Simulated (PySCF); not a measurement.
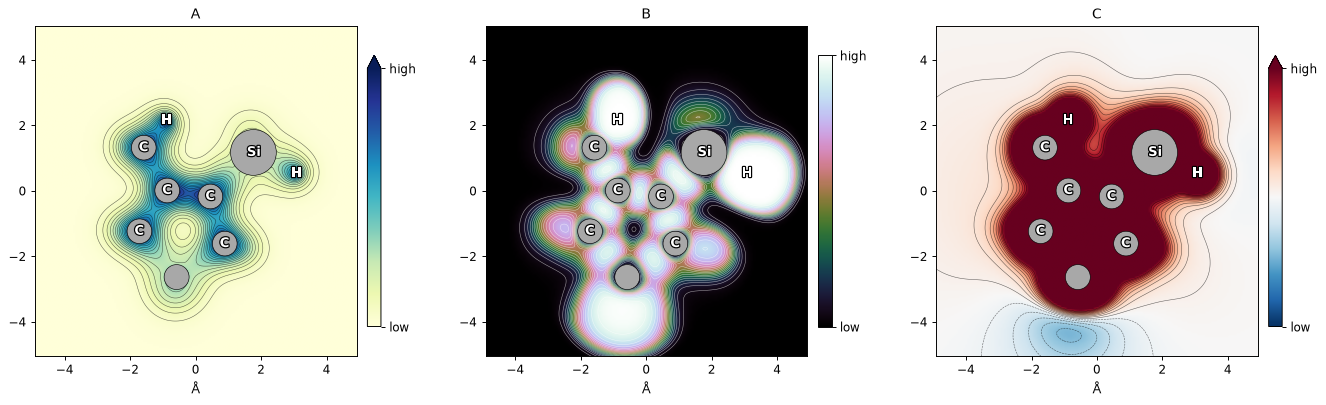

C5H12P2Si: 3 fields on the plane of atoms C1, C2 and C8, with unlabelled colour scales. Grey discs cover the atomic cores.

Geometry: GFN2-xTB.

These are results of PBE0/pcSseg-1, SCF density, gas phase, non-relativistic in PySCF 2.14.0, not measurements.

> Which field does each panel show? The fields are: electron density, electron localisation function and electrostatic potential.

Panel A: electron density. Panel B: electron localisation function. Panel C: electrostatic potential (strongly positive close to the atoms, with negative regions outside electron-rich atoms). From the grid: C–C (1.33 Å): ρ is about 2.3 e/Å³ halfway; the ELF peaks at about 0.90 between the atoms; a short, multiple covalent bond. C–Si (1.88 Å): ρ is about 0.93 e/Å³ halfway; the ELF peaks at about 0.95 between the atoms: a covalent bond.
